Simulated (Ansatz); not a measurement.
# CH9NOSi2 (SMILES CO[SiH2][SiH2]N): what the fields show

Input file:

```
crystal:
  periodic: [false, false, false]
  atoms:
    - { symbol: C, position_ang: [-0.7292, 2.014, 0.4999] }
    - { symbol: O, position_ang: [0.0665, 1.3416, 1.3739] }
    - { symbol: Si, position_ang: [1.1699, 0.2999, 0.7254] }
    - { symbol: Si, position_ang: [0.3004, -1.6549, -0.0884] }
    - { symbol: "N", position_ang: [-0.8856, -1.4254, -1.374] }
    - { symbol: H, position_ang: [-1.3989, 2.7504, 1.0834] }
    - { symbol: H, position_ang: [-0.1722, 2.6706, -0.2115] }
    - { symbol: H, position_ang: [-1.4077, 1.4005, -0.0626] }
    - { symbol: H, position_ang: [2.1985, -0.019, 1.8369] }
    - { symbol: H, position_ang: [1.9209, 0.9923, -0.3432] }
    - { symbol: H, position_ang: [1.241, -2.5675, -0.6377] }
    - { symbol: H, position_ang: [-0.4967, -2.3889, 0.9843] }
    - { symbol: H, position_ang: [-1.4102, -2.2714, -1.5663] }
    - { symbol: H, position_ang: [-0.4095, -1.1716, -2.1913] }
basis:
  gaussian: { orbitals: "6-31G" }
hamiltonian:
  xc: hf
relax:
  f_tol: 0.02
  max_steps: 40
output:
  orbitals: {}
```

Launched as:

```sh
ansatz run input.yaml --threads 1 --pin off --max-ram 2048MiB --backend cpu --events-out ev --progress --plain --runs-dir out
```

The fields are those of the run's last geometry, not of the input's.

Computed with RHF/6-31G in Ansatz 0.2.0.

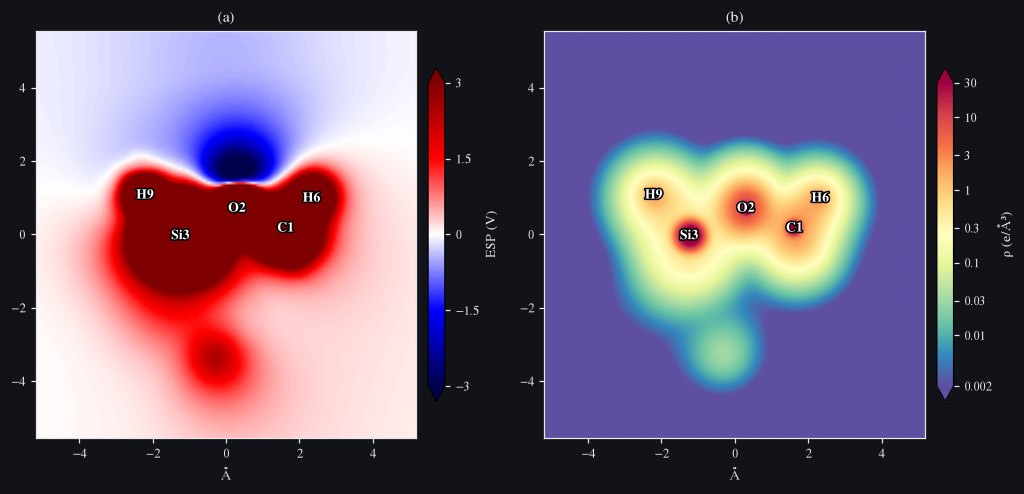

Figure 1. (a) molecular electrostatic potential; (b) electron density on the plane of atoms O2, Si3 and H9.

**Describe what can be read from this map.**

- The plane passes through C, O, Si and H nuclei.
- C–O (1.42 Å): ρ is about 1.8 e/Å³ halfway, with its minimum of 1.5 e/Å³ about 0.5 Å from C.
- Si–O (1.71 Å): the density is about 0.83 e/Å³ at the midpoint.
- C–H (1.08 Å): ρ is about 1.9 e/Å³ halfway.
- Si–H (1.49 Å): the density is about 0.67 e/Å³ at the midpoint.
- Outside the dense part of the molecule the potential is most negative (−3.3 V) near O2.

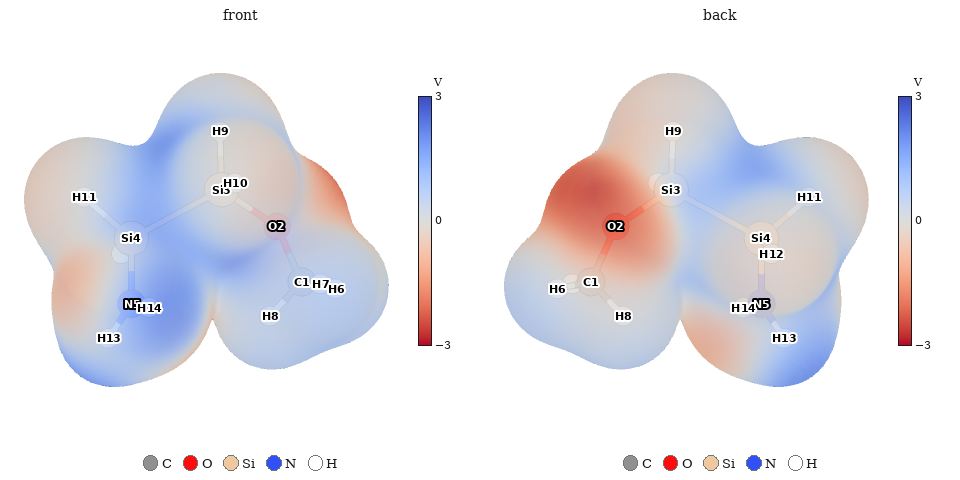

Figure 2. The electrostatic potential painted on the density surface at 0.002 e/bohr³, seen from the front and from behind; the colour scale runs from red (negative) to blue (positive).

**Which sites attract a positive test charge, and which a negative one?**

A positive charge is drawn to the negative regions and a negative charge to the positive ones. The most negative region (about −2.4 V) lies over O2, the most positive (about +1.8 V) over Si3, H13 and H14. O2 is the likeliest acceptor of a hydrogen bond.

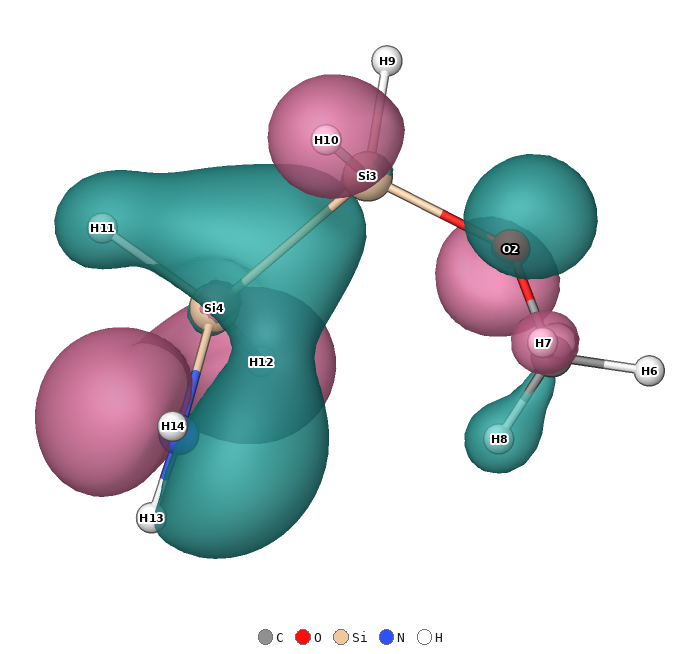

Figure 3. The HOMO−1 at ±0.1 Å⁻³ᐟ² (teal and pink are the two phases), seen at a tilt.

**Describe this orbital and give its energy.**

By Hirshfeld shares it lies mainly on N5 (about 40 %), Si4 (about 15 %), O2 (about 10 %), H12 (about 10 %) and Si3 (about 5 %). Its energy is −11.10 eV.
